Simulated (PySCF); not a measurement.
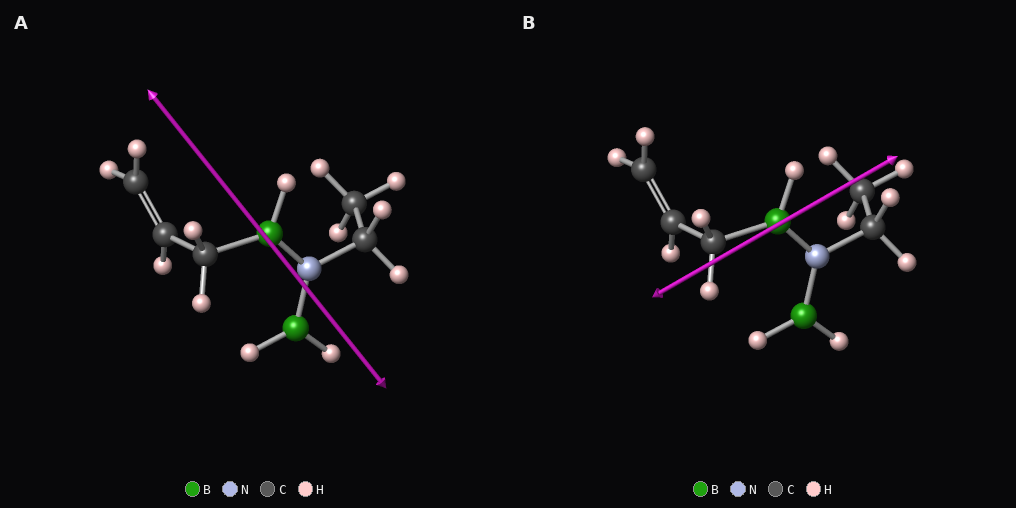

The double arrows show the directions of two transition dipoles from the ground state (lengths mean nothing). The computed structure is the end point of a PBE0-D3(BJ)/def2-SVP optimisation. No frequency run is at hand to confirm it as a minimum. Level of theory: TDDFT B3LYP/def2-SVPD, vertical, gas phase, core orbitals frozen in the response (PySCF 2.14.0).

Question. One belongs to singlet state 3 and one to singlet state 4. Which is which?

Answer. A: state 3, 6.13 eV (202 nm), oscillator strength 0.18, mainly HOMO−1 → LUMO (weight 0.72).
B: state 4, 6.22 eV (199 nm), oscillator strength 0.030, of mixed character, with the largest part HOMO → LUMO+1 (weight 0.45).
